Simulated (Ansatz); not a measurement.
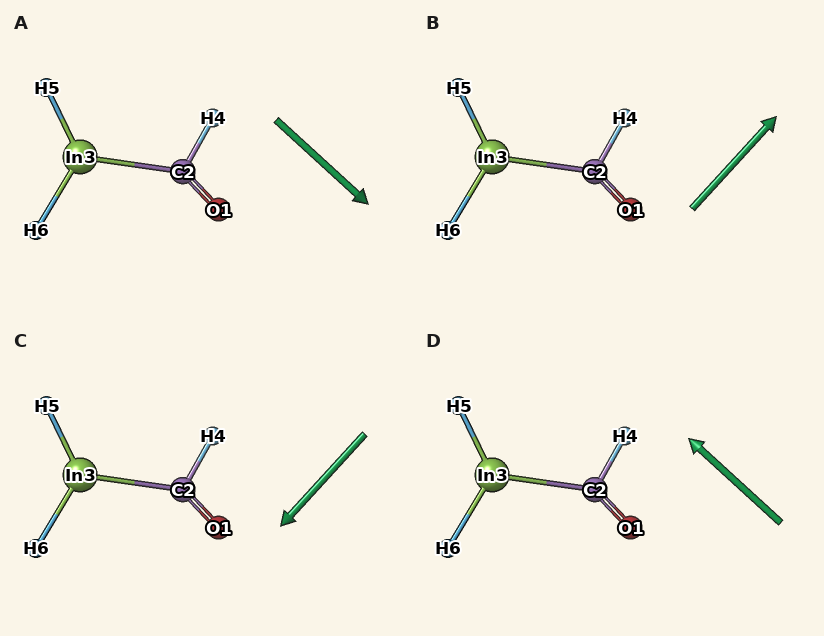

The same molecule four times, each with an arrow. Geometry: atoms displaced at random (about 0.1 Å) from a stationary point of GFN2-xTB. Properties computed with RKS BHLYP-D4/def2-TZVPP, core potentials on In (Ansatz 0.2.0).

> Which arrow points along the dipole moment, from the negative to the positive end?

D. The dipole moment is 2.73 D; it points from the side of O1 to the side of H5 (the outermost atoms at the two ends).
